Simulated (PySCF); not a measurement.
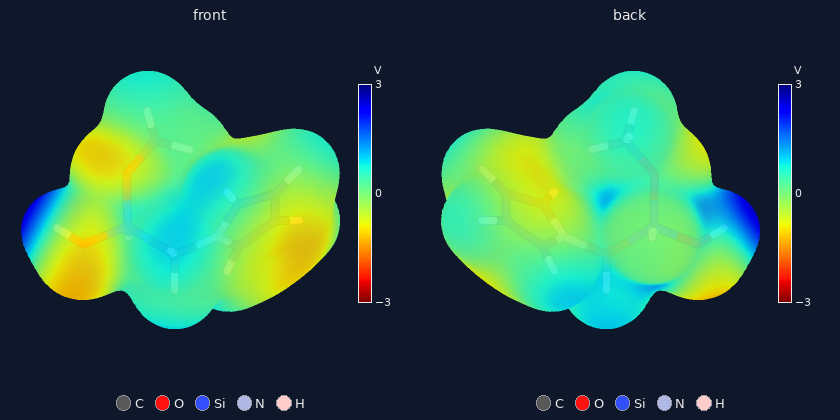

Figure 1: C$_{6}$H$_{11}$NO$_{2}$Si. The molecular electrostatic potential painted on the density surface at 0.002 e/bohr³, seen from the front and from behind; the colour scale runs from red (negative) to blue (positive).

Geometry: GFN2-xTB.

Theory: PySCF, PBE0/pcSseg-1, SCF density, gas phase, non-relativistic.

```yaml
atoms:
  - { symbol: C, position_ang: [-1.9368, 0.0327, 1.3518] }
  - { symbol: O, position_ang: [-2.0970, -0.5334, 0.0811] }
  - { symbol: Si, position_ang: [-1.4190, -0.1403, -1.3383] }
  - { symbol: O, position_ang: [-2.0936, -1.1356, -2.4198] }
  - { symbol: C, position_ang: [0.4551, -0.5367, -1.4135] }
  - { symbol: N, position_ang: [1.1776, 0.1120, -0.3510] }
  - { symbol: C, position_ang: [1.4831, -0.4412, 0.8484] }
  - { symbol: C, position_ang: [2.0666, 0.5155, 1.6387] }
  - { symbol: C, position_ang: [2.1059, 1.7009, 0.8832] }
  - { symbol: C, position_ang: [1.5430, 1.4174, -0.3338] }
  - { symbol: H, position_ang: [-2.4114, 1.0155, 1.3896] }
  - { symbol: H, position_ang: [-0.8819, 0.1408, 1.6094] }
  - { symbol: H, position_ang: [-2.4195, -0.6290, 2.0719] }
  - { symbol: H, position_ang: [-1.6481, 1.2692, -1.6596] }
  - { symbol: H, position_ang: [-3.0180, -1.3621, -2.3553] }
  - { symbol: H, position_ang: [0.6151, -1.6139, -1.3302] }
  - { symbol: H, position_ang: [0.8787, -0.2260, -2.3701] }
  - { symbol: H, position_ang: [1.2752, -1.4744, 1.0514] }
  - { symbol: H, position_ang: [2.4267, 0.3807, 2.6398] }
  - { symbol: H, position_ang: [2.5045, 2.6462, 1.1950] }
  - { symbol: H, position_ang: [1.3850, 2.0447, -1.1891] }
```

**Where is the surface potential most negative and most positive?**

The most negative region (about −1.3 V) lies over O4, the most positive (about +2.4 V) over H15. O4 is the likeliest acceptor of a hydrogen bond.
